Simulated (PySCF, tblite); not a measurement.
**C3H11NOSi3: geometry, infrared bands and NMR shifts**

Aim: predict the infrared bands and NMR shifts of C3H11NOSi3 (`C[SiH2]O[Si@H]1C=C[SiH2]N1`).

Programs: tblite 0.8.0 and PySCF 2.14.0, with density-fitted response routines of our own. Each step states its level of theory. These are calculated values for one molecule in the gas phase, unless marked as measured. Atoms count from 0, in the outputs and in this text.

### 1 The starting structure

19 atoms, charge 0, multiplicity 1; geometry from: force field or distance geometry start.

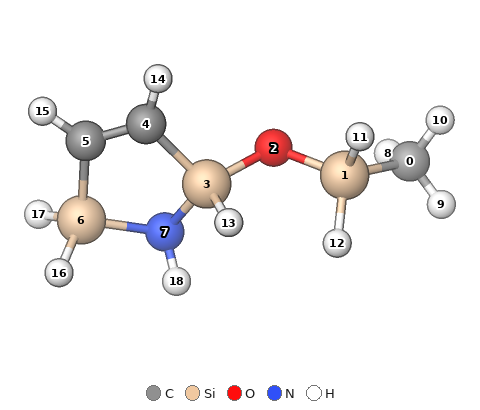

As it starts; carbon grey, silicon light orange, oxygen red, nitrogen blue, hydrogen white, atoms numbered; sticks join atoms by distance.

### 2 Relaxing the molecule with GFN2-xTB

The job: settings as JSON, then the geometry in Å.

```
{"job": {"kind": "relax", "xc": "GFN2-xTB", "basis": "xTB"}, "charge": 0, "multiplicity": 1}
C      3.746300     0.560400    -0.664500
Si     2.283600    -0.533900    -0.321200
O      1.021700     0.442800     0.251400
Si    -0.523200    -0.270600     0.008000
C     -1.534600    -0.260600     1.534300
C     -2.790700     0.087800     1.327300
Si    -3.132200     0.457000    -0.444500
N     -1.468800     0.680000    -1.132800
H      3.427800     1.612000    -0.743400
H      4.205900     0.269700    -1.618100
H      4.496400     0.388500     0.130400
H      2.653600    -1.504800     0.743200
H      1.825600    -1.267300    -1.487500
H     -0.330300    -1.657100    -0.454100
H     -1.147400    -0.503800     2.520500
H     -3.553400     0.161600     2.116100
H     -3.868300    -0.619800    -1.115700
H     -3.877300     1.710800    -0.549500
H     -1.444300     0.256500    -2.092200
```

The run is started by

```console
> OMP_NUM_THREADS=1 python probes_run.py task.json out
```

One launch serves the whole session: the jobs run in the order shown.

**Question.** This job is followed by: GFN2-xTB harmonic vibrations, gas phase; GIAO PBE0/pcSseg-1 NMR shielding, non-relativistic, gas phase. What will the session give for the following? strongest single infrared mode (GFN2-xTB); zero-point energy (GFN2-xTB); 13C shifts against TMS (PBE0/pcSseg-1); 1H shifts against TMS (PBE0/pcSseg-1, means over atoms taken as alike); 29Si shifts against TMS (PBE0/pcSseg-1); 17O shifts against H2O (PBE0/pcSseg-1); 15N shifts against NH3 (PBE0/pcSseg-1).

As calculated:

| quantity | value |
| --- | --- |
| strongest single infrared mode (GFN2-xTB) | 1052 cm⁻¹, 701 km/mol |
| zero-point energy (GFN2-xTB) | 81.4 kcal/mol |
| 13C shifts against TMS (PBE0/pcSseg-1) | 159.1, 156.0, -0.4 ppm |
| 1H shifts against TMS (PBE0/pcSseg-1, means over atoms taken as alike) | 7.44, 7.42, 5.32, 5.27, 5.24, 5.22, 5.14, 0.42, 0.24 ppm |
| 29Si shifts against TMS (PBE0/pcSseg-1) | -21.1, -27.8, -36.3 ppm |
| 17O shifts against H2O (PBE0/pcSseg-1) | 69.0 ppm |
| 15N shifts against NH3 (PBE0/pcSseg-1) | 27.2 ppm |

What this shows: The optimisation took 180 steps and gained 1.052 eV; among the close pairs (by a distance rule), O2–Si3 changed most, from 1.719 to 1.626 Å. All 51 modes are real, so the xTB geometry is a minimum. The strongest single mode, at 1052 cm⁻¹, moves mainly O2. Unscaled tight-binding wavenumbers are off by several per cent, some by more. Its intensities can rank the bands wrongly.
